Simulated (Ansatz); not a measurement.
**BrH₄NSeSi: small, medium and large basis sets**

Aim: see how fast density functionals converge with the basis set for BrH₄NSeSi.

Method: one geometry, several basis sets; program: Ansatz 0.2.0, Gaussian basis.

Levels to be run: PBE0-D4/def2-SVP; ωB97M-V/def2-SVP; PBE0-D4/def2-QZVPP; ωB97M-V/def2-QZVPP; the functionals' def2-TZVPP values are taken from earlier runs.

**1. The geometry**

All runs share one geometry, relaxed beforehand with PBE0-D4 in a triple-zeta def2 set.

SMILES `N[SiH]([SeH])Br`, 8 atoms, charge 0, spin multiplicity 1.

Atoms are counted from 1 here; the program's logs count them from 0.

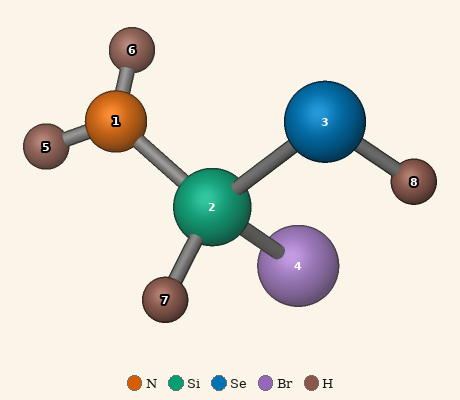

The geometry (nitrogen orange, silicon teal, selenium blue, bromine purple, hydrogen brown); atoms are numbered from 1 in the order of the file.

**2. PBE0-D4 in def2-SVP**

in.yaml

```yaml
crystal:
  periodic: [false, false, false]
  atoms:
    - {symbol: N, position_ang: [-0.162275, 1.423327, -0.220079]}
    - {symbol: Si, position_ang: [-0.308484, -0.216633, 0.189852]}
    - {symbol: Se, position_ang: [1.761140, -0.847524, 0.863084]}
    - {symbol: Br, position_ang: [-0.971716, -1.592454, -1.448743]}
    - {symbol: H, position_ang: [-0.979112, 2.012385, -0.255371]}
    - {symbol: H, position_ang: [0.553866, 1.731542, -0.858308]}
    - {symbol: H, position_ang: [-1.359235, -0.326592, 1.222195]}
    - {symbol: H, position_ang: [1.558017, -2.241052, 0.451569]}
basis:
  gaussian: {orbitals: def2-SVP}
hamiltonian: {xc: pbe0, dispersion: d4}
output: {orbitals: {seedname: orbitals}}
```

On the command line:

```
$ ansatz run in.yaml --threads 4 --pin off --events-out ev --progress --plain --max-ram 10444MiB
```

After this run come: ωB97M-V in def2-SVP; PBE0-D4 in def2-QZVPP; ωB97M-V in def2-QZVPP.

Q: Predict the results of all the runs planned. Wanted: PBE0-D4: double and triple zeta above quadruple; ωB97M-V: double and triple zeta above quadruple.

The runs gave:

| quantity | value |
| --- | --- |
| PBE0-D4: double and triple zeta above quadruple | 24.48, 3.17 eV |
| ωB97M-V: double and triple zeta above quadruple | 24.37, 3.06 eV |

In words: For PBE0-D4 the step from double to triple zeta gains 21.31 eV and the next only 3.17 eV. Total energies overstate the basis error of differences, where much of it tends to cancel. The LUMO of ωB97M-V is positive and keeps falling with the basis (1.82 to 1.24 eV): an unbound level that the basis holds in place.
